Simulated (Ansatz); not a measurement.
# CCSD/STO-3G run of BNH4 (SMILES BN)

What is the energy change on altering one bond length of BNH4 at CCSD/STO-3G? 

The results are computed with Ansatz 0.2.0.

47 further runs of the same task are left out: 47 set aside as unsound or not needed.

### Step 1. The molecule

BNH4: 6 atoms, total charge 0, spin state singlet. SMILES: `BN`. The coordinates come from a PBE0-D4/def2-TZVP relaxation.

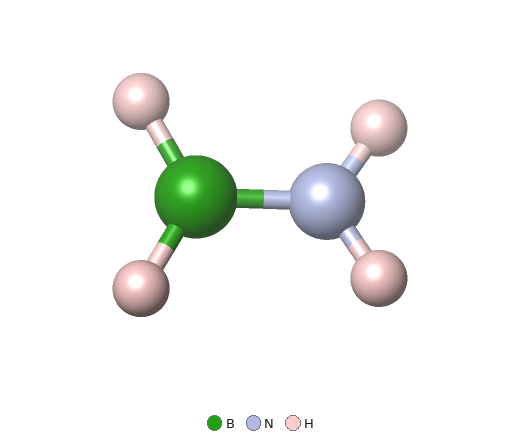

The structure, seen from a chosen angle (boron green, nitrogen light blue, hydrogen pink).

### Step 2. The energy at CCSD/STO-3G

File molecule.yaml:

```yaml
crystal:
  periodic: [false, false, false]
  atoms:
    - {symbol: B, position_ang: [-0.128200, -0.679600, -0.025600]}
    - {symbol: N, position_ang: [0.146100, 0.677400, 0.010800]}
    - {symbol: H, position_ang: [0.225800, -1.368000, 0.887500]}
    - {symbol: H, position_ang: [-0.712000, -1.128700, -0.969200]}
    - {symbol: H, position_ang: [-0.121600, 1.313700, -0.720800]}
    - {symbol: H, position_ang: [0.632000, 1.121400, 0.771300]}
basis:
  gaussian:
    orbitals: STO-3G
total_charge: 0
correlation:
  method: ccsd
  frozen_orbitals: {B: 1, H: 0, "N": 1}
accuracy: high
scf:
  omitted_lower_state_checks: [cluster_reference, increment]
```

Command:

```sh
$ ansatz run molecule.yaml --threads 1 --pin off --max-ram 2610MiB --events-out events.jsonl --progress --plain --runs-dir runs
```

The log of the run, cut to the lines that bear on the results:

```text
Warning: RAYON_NUM_THREADS=1 ignored (pool sized by the plan → 1); use --threads N
Functional definition: HF
  name "HF"
[...]
230 factors; integrals over basis functions are off by at most 7.8e-9 eV
[...]
mean field -2189.52560562 eV, -80.4635818930 hartree, gradient 4.3e-8 eV, S^2 0.000000; 0 other end points of the search recorded, 0 dependent functions left out
2 core orbitals not correlated: weight in the atoms' cores, before any rotation towards them, 1.000 or more for the frozen orbitals, at most 0.000 for the correlated occupied ones
reference -2189.52560562 eV, -80.4635818930 hartree; 6, 6 occupied and 6, 6 virtual orbitals, 230 factors
second order -2.47010944 eV of doubles, -0.00000000 eV of singles
cycle   1  -2.91944678 eV  change   -4.5e-1 eV  update   7.3e-2
[...]
cycle  17  -3.23666169 eV  change   -1.1e-9 eV  update  2.3e-10
Total energy: -2192.76226731 eV, -80.5825270162 hartree
Checks for a lower state left out: cluster_reference, increment
```

Wall time 0.1 s (1 thread of Arm Neoverse V1, shared host).

### Step 3. The distorted shape, same level

File in.yaml:

```yaml
crystal:
  periodic: [false, false, false]
  atoms:
    - {symbol: B, position_ang: [-0.216691, -0.507517, -0.253852]}
    - {symbol: N, position_ang: [0.057609, 0.849483, -0.217452]}
    - {symbol: H, position_ang: [0.225800, -1.368000, 0.887500]}
    - {symbol: H, position_ang: [-0.800491, -0.956617, -1.197452]}
    - {symbol: H, position_ang: [-0.210091, 1.485783, -0.949052]}
    - {symbol: H, position_ang: [0.543509, 1.293483, 0.543048]}
basis:
  gaussian:
    orbitals: STO-3G
correlation:
  method: ccsd
  frozen_orbitals: {B: 1, H: 0, "N": 1}
accuracy: high
scf:
  omitted_lower_state_checks: [cluster_reference, increment]
```

Command:

```sh
$ ansatz run in.yaml --threads 1 --pin off --max-ram 2610MiB --events-out events.jsonl --progress --plain --runs-dir runs
```

The log of the run, cut to the lines that bear on the results:

```text
Warning: RAYON_NUM_THREADS=1 ignored (pool sized by the plan → 1); use --threads N
[... 2 set-up lines as earlier in the session ...]
[...]
230 factors; integrals over basis functions are off by at most 9.3e-9 eV
[...]
mean field -2188.21691620 eV, -80.4154884435 hartree, gradient 8.6e-8 eV, S^2 0.000000; 0 other end points of the search recorded, 0 dependent functions left out
2 core orbitals not correlated: weight in the atoms' cores, before any rotation towards them, 1.000 or more for the frozen orbitals, at most 0.000 for the correlated occupied ones
reference -2188.21691620 eV, -80.4154884435 hartree; 6, 6 occupied and 6, 6 virtual orbitals, 230 factors
second order -2.65670127 eV of doubles, -0.00000000 eV of singles
cycle   1  -3.17671039 eV  change   -5.2e-1 eV  update   7.9e-2
[...]
cycle  18  -3.55258894 eV  change   -1.2e-9 eV  update  5.7e-10
Total energy: -2191.76950513 eV, -80.5460436790 hartree
Checks for a lower state left out: cluster_reference, increment
```

It took 0.1 s on 1 thread of Arm Neoverse V1, shared host.

### Step 4. Summary of results

Level: CCSD/STO-3G, 2 core orbitals frozen.

| quantity | value |
| --- | --- |
| first shape: total energy | -80.58253 Eh |
| first shape: correlation energy (2 core orbitals frozen) | -118.9 mEh |
| first shape: T1 diagnostic | 0.021 |
| distorted shape: total energy | -80.54604 Eh |
| distorted shape: correlation energy (2 core orbitals frozen) | -130.6 mEh |
| distorted shape: T1 diagnostic | 0.021 |
| energy change with the B1–H3 bond stretched from 1.197 to 1.496 Å | 0.993 eV |

In words: With the B1–H3 bond stretched from 1.197 to 1.496 Å the energy rises by 0.99 eV (22.9 kcal/mol). The first shape isn't relaxed at this level, so the change isn't measured from a minimum. The minimal basis adds a large error of its own. The T1 diagnostic (first shape) of 0.021 is above the customary mark for such species, so a single reference may not serve. The T1 diagnostic (distorted shape) of 0.021 is above the customary mark for such species, so a single reference may not serve.
